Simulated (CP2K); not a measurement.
# AlH (SMILES [AlH]) at HF/3-21G

Aim: the vertical ionisation energy of AlH at HF/3-21G, from 2 runs. 

Program for the calculation: CP2K 2026.2.

1 further run of the same task is left out (set aside as unsound or not needed).

## 1. The system as given

AlH has 2 atoms, charge 0, and is taken as a singlet. SMILES: `[AlH]`. Geometry: relaxed at PBE0-D4/def2-TZVP.

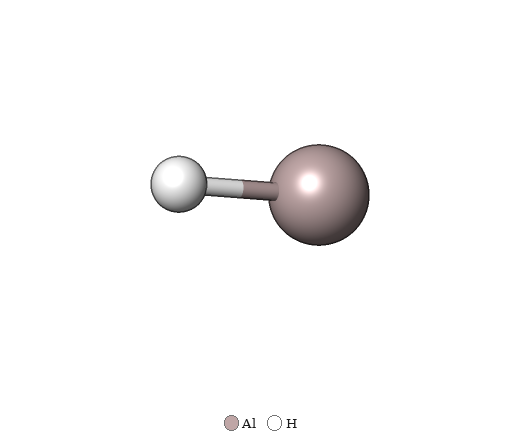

The structure, seen from a chosen angle (aluminium light grey, hydrogen white).

## 2. The energy at HF/3-21G

molecule.inp reads:

```
&global
   project molecule
   run_type ENERGY
   print_level MEDIUM
&end global

&force_eval
   method QUICKSTEP
   &dft
      basis_set_file_name ./3_21g.basis
      potential_file_name POTENTIAL
      charge 0
      multiplicity 1
      &qs
         method GAPW
         eps_default 1.0E-10
      &end qs
      &mgrid
         cutoff 280
         rel_cutoff 50
         ngrids 4
      &end mgrid
      &poisson
         periodic NONE
         poisson_solver MULTIPOLE
      &end poisson
      &scf
         scf_guess ATOMIC
         eps_scf 1.0E-07
         max_scf 80
         added_mos 5
         &diagonalization
            algorithm STANDARD
         &end diagonalization
         &mixing
            method DIRECT_P_MIXING
            alpha 0.4
         &end mixing
      &end scf
      &xc
         &xc_functional NONE
         &end xc_functional
         &hf
            fraction 1
            &screening
               eps_schwarz 1.0E-10
               screen_on_initial_p F
            &end screening
            &interaction_potential
               potential_type COULOMB
            &end interaction_potential
            &memory
               max_memory 1050
            &end memory
         &end hf
      &end xc
      &print
         &moments
            periodic F
            reference COM
            max_moment 1
         &end moments
         &mo ON
            energies T
            occupation_numbers T
            ndigits 6
            &each
               qs_scf 0
            &end each
            add_last NUMERIC
         &end mo
         &lowdin ON
         &end lowdin
         &hirshfeld OFF
         &end hirshfeld
      &end print
   &end dft
   &subsys
      &cell
         abc [angstrom] 7 7 8.7
         periodic NONE
      &end cell
      &coord
         Al     3.500000     3.500000     3.517625
         H      3.500000     3.500000     5.182375
      &end coord
      &kind Al
         basis_set 3-21G
         potential ALL
         lebedev_grid 194
         radial_grid 100
      &end kind
      &kind H
         basis_set 3-21G
         potential ALL
         lebedev_grid 194
         radial_grid 100
      &end kind
   &end subsys
&end force_eval
```

On the command line:

```bash
$ OMP_NUM_THREADS=1 cp2k.psmp -i molecule.inp > molecule.out 2>&1
```

What it wrote:

```text
CP2K| version string:                                       CP2K version 2026.2
[...]
 GLOBAL| Method name                                                        CP2K
[...]
 GLOBAL| Run type                                                         ENERGY
[...]
 DFT| Spin restricted Kohn-Sham (RKS) calculation                            RKS
 DFT| Multiplicity                                                             1
[...]
 DFT| Charge                                                                   0
[...]
 QS| Method:                                                                GAPW
[...]
 QS| Density cutoff [a.u.]:                                                140.0
[...]
 QS| Relative density cutoff [a.u.]:                                        25.0
[...]
                             - Atoms:                                          2
[...]
                             - Spherical basis functions:                     15
[...]
 Number of electrons:                                                         14
[...]
     1 P_Mix/Diag. 0.40E+00    0.2     0.28593135      -240.9469902176 -2.41E+02
[...]
    13 DIIS/Diag.  0.51E-07    0.1     0.00000004      -241.1215539927  5.68E-14
  *** SCF run converged in    13 steps ***
[...]
  Overlap energy of the core charge distribution:               0.00000000069271
  Self energy of the core charge distribution:               -107.35274020283697
  Core Hamiltonian energy:                                   -131.21542052664154
  Hartree energy:                                              27.14007053424879
  Exchange-correlation energy:                                  0.00000000000000
  Hartree-Fock Exchange energy:                               -18.43188167588382
[...]
                     Mulliken Population Analysis
 #  Atom  Element  Kind  Atomic population                           Net charge
       1     Al       1         12.664333                              0.335667
       2     H        2          1.335667                             -0.335667
 # Total charge                             14.000000                 -0.000000
[...]
  Dipole moment [Debye]
    X= -0.8619020E-09 Y= -0.8619075E-09 Z=  0.5932877E+00  Total=      0.5932877
 ENERGY| Total FORCE_EVAL ( QS ) energy [hartree]           -241.121553992698040
[...]
```

Run time: 1.5 s. Hardware: 1 thread of Arm Neoverse V2, shared host; peak memory 0.3 GiB.

## 3. The doublet cation, same level

calc.inp reads:

```
&GLOBAL
    PROJECT calc
    RUN_TYPE ENERGY
    PRINT_LEVEL MEDIUM
&END

&FORCE_EVAL
    METHOD QS
    &DFT
        BASIS_SET_FILE_NAME ./3_21g.basis
        POTENTIAL_FILE_NAME POTENTIAL
        CHARGE 1
        MULTIPLICITY 2
        SPIN_POLARIZED T
        &QS
            METHOD GAPW
            EPS_DEFAULT 1.0E-10
        &END
        # plane-wave cutoff in Ry
        &MGRID
            CUTOFF 280
            REL_CUTOFF 50
            NGRIDS 4
        &END
        &POISSON
            PERIODIC NONE
            POISSON_SOLVER MULTIPOLE
        &END
        # self-consistent field
        &SCF
            SCF_GUESS ATOMIC
            EPS_SCF 1.0E-06
            MAX_SCF 50
            &OT
                MINIMIZER DIIS
                PRECONDITIONER FULL_SINGLE_INVERSE
            &END
            &OUTER_SCF
                EPS_SCF 1.0E-06
                MAX_SCF 8
            &END
        &END
        &XC
            &XC_FUNCTIONAL NONE
            &END
            &HF
                FRACTION 1
                &SCREENING
                    EPS_SCHWARZ 1.0E-10
                &END
                &MEMORY
                    MAX_MEMORY 1050
                &END
            &END
        &END
        &PRINT
            &MOMENTS
                PERIODIC F
                REFERENCE COM
                MAX_MOMENT 1
            &END
            &MO_CUBES
                NLUMO 3
                NHOMO -1
                WRITE_CUBE F
            &END
            &LOWDIN ON
            &END
            &HIRSHFELD OFF
            &END
        &END
    &END
    &SUBSYS
        # vacuum box
        &CELL
            ABC 7 7 8.7
            PERIODIC NONE
        &END
        &COORD
            Al     0.000000     0.000000    -0.025640
            H      0.000000     0.000000     1.639110
        &END
        &TOPOLOGY
            &CENTER_COORDINATES
            &END
        &END
        &KIND Al
            BASIS_SET 3-21G
            POTENTIAL ALL
            LEBEDEV_GRID 194
            RADIAL_GRID 100
        &END
        &KIND H
            BASIS_SET 3-21G
            POTENTIAL ALL
            LEBEDEV_GRID 194
            RADIAL_GRID 100
        &END
    &END
&END
```

On the command line:

```bash
$ OMP_NUM_THREADS=1 cp2k.psmp calc.inp > calc.out
```

What it wrote:

```text
CP2K| version string:                                       CP2K version 2026.2
[...]
 GLOBAL| Method name                                                        CP2K
[...]
 GLOBAL| Run type                                                         ENERGY
[...]
 DFT| Spin unrestricted (spin-polarized) Kohn-Sham calculation               UKS
 DFT| Multiplicity                                                             2
[...]
 DFT| Charge                                                                   1
[...]
 QS| Method:                                                                GAPW
[...]
 QS| Density cutoff [a.u.]:                                                140.0
[...]
 QS| Relative density cutoff [a.u.]:                                        25.0
[...]
                             - Atoms:                                          2
[...]
                             - Spherical basis functions:                     15
[...]
 Number of electrons:                                                          7
[...]
     1 OT DIIS     0.80E-01    0.2     1.77115694      -198.0800384772 -1.98E+02
[...]
    43 OT DIIS     0.80E-01    0.1     0.00000096      -240.8616138195 -4.41E-12
  *** SCF run converged in    43 steps ***
[...]
  Overlap energy of the core charge distribution:               0.00000000069271
  Self energy of the core charge distribution:               -107.35274020283697
  Core Hamiltonian energy:                                   -131.42505593669540
  Hartree energy:                                              27.45985736499650
  Exchange-correlation energy:                                  0.00000000000000
  Hartree-Fock Exchange energy:                               -18.23072726830176
[...]
                     Mulliken Population Analysis
 #  Atom  Element  Kind  Atomic population (alpha,beta) Net charge  Spin moment
       1     Al       1         6.258247     5.695134     1.046619     0.563113
       2     H        2         0.741753     0.304866    -0.046619     0.436887
 # Total charge and spin        7.000000     6.000000     1.000000     1.000000
[...]
  Dipole moment [Debye]
    X= -0.4041437E-04 Y=  0.3116759E-04 Z= -0.4780275E+00  Total=      0.4780275
[...]
 HOMO - LUMO gap [eV] :   12.753698
 ENERGY| Total FORCE_EVAL ( QS ) energy [hartree]           -240.861613819450469
[...]
```

Wall time 56 s (1 thread of Arm Neoverse V2, shared host); peak memory 0.31 GiB.

## 4. Summary of results

Level: HF/3-21G.

| quantity | value |
| --- | --- |
| singlet AlH: total energy | -241.12155 Eh |
| singlet AlH: dipole moment | 0.59 D |
| singlet AlH: HOMO energy | -7.56 eV |
| singlet AlH: LUMO energy | 0.93 eV |
| singlet AlH: HOMO–LUMO gap | 8.49 eV |
| doublet cation: total energy | -240.86161 Eh |
| doublet cation: HOMO energy (highest over α and β) | -16.85 eV |
| doublet cation: LUMO energy (lowest over α and β) | -6.65 eV |
| doublet cation: ⟨S²⟩ | 0.786 |
| vertical ionisation energy (to the doublet cation) | 7.073 eV |

What this shows: The vertical ionisation energy comes to 7.07 eV (682 kJ/mol). −ε(HOMO) before ionisation, 7.56 eV, is 0.49 eV above this ionisation energy.
